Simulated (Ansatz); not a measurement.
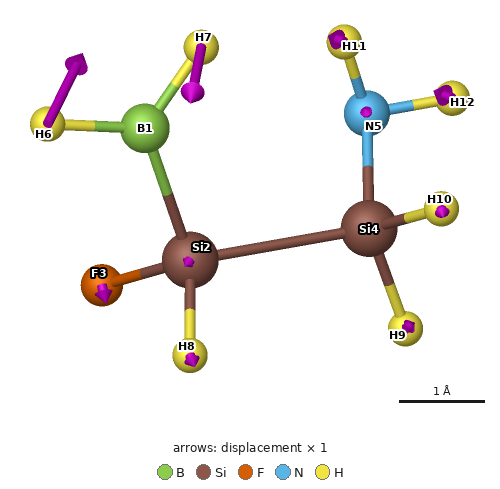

A relaxation of BSi₂NH₇F (coarse preliminary run). The starting structure is drawn; purple arrows show the displacements, at their true length. The two geometries are superimposed by the best rigid fit.

The picture is a ball-and-stick view, seen at a tilt.

The start comes from a force field.

The calculation used Ansatz 0.2.0, RKS PBE-D4/def2-SVP.

The input:
```yaml
crystal:
  periodic: [false, false, false]
  atoms:
    - {symbol: B, position_ang: [-1.596500, 1.217100, 0.525400]}
    - {symbol: Si, position_ang: [-1.173500, -0.244200, -0.616300]}
    - {symbol: F, position_ang: [-1.135500, 0.263700, -2.237000]}
    - {symbol: Si, position_ang: [0.901400, -1.015500, -0.001900]}
    - {symbol: N, position_ang: [2.055300, 0.257500, -0.189900]}
    - {symbol: H, position_ang: [-2.670900, 1.838800, 0.346300]}
    - {symbol: H, position_ang: [-0.880700, 1.619600, 1.368900]}
    - {symbol: H, position_ang: [-2.140400, -1.284000, -0.479600]}
    - {symbol: H, position_ang: [1.194200, -2.149100, -0.810800]}
    - {symbol: H, position_ang: [0.769700, -1.459600, 1.428600]}
    - {symbol: H, position_ang: [1.777500, 1.024400, 0.515000]}
    - {symbol: H, position_ang: [2.976400, -0.123900, 0.185400]}
basis:
  gaussian: {orbitals: def2-SVP}
hamiltonian: {xc: pbe, dispersion: d4}
relax: {f_tol: 0.03, max_steps: 200}
```

Command:
```bash
ansatz run in.yaml --threads 4 --pin off --events-out ev --progress --plain --max-ram 10444MiB
```

Q: Atoms of which element are displaced furthest, and by how much?

A: Hydrogen: up to 1.34 Å, against 0.23 Å for fluorine.

Q: What did the optimiser do to the structure, and how much energy did it gain?

A: Over 18 accepted moves (20 points after the start) the energy falls by 0.790 eV. The largest force component goes from 2.1 to 0.013 eV/Å. The line search rejected the trial steps at points 8, 16 of the run. The largest move after the best rigid fit is that of H6, 1.34 Å. Largest moves by element: H 1.34 Å, F 0.23 Å, Si 0.11 Å, N 0.10 Å, B 0.06 Å. Among the contacts that change: Si2–Si4 2.297 → 2.383 Å, Si4–H9 1.423 → 1.506 Å, Si2–H8 1.426 → 1.509 Å, B1–Si2 1.902 → 1.974 Å. Bond angles that change, for instance: Si4–N5–H11 106.3° → 119.8°, Si4–N5–H12 106.0° → 118.7°, Si2–B1–H7 123.9° → 117.1°. Groups turn about B1–Si2 by about 75°. The run took 29 s on 4 threads of Arm Neoverse V1, with other jobs on the host.
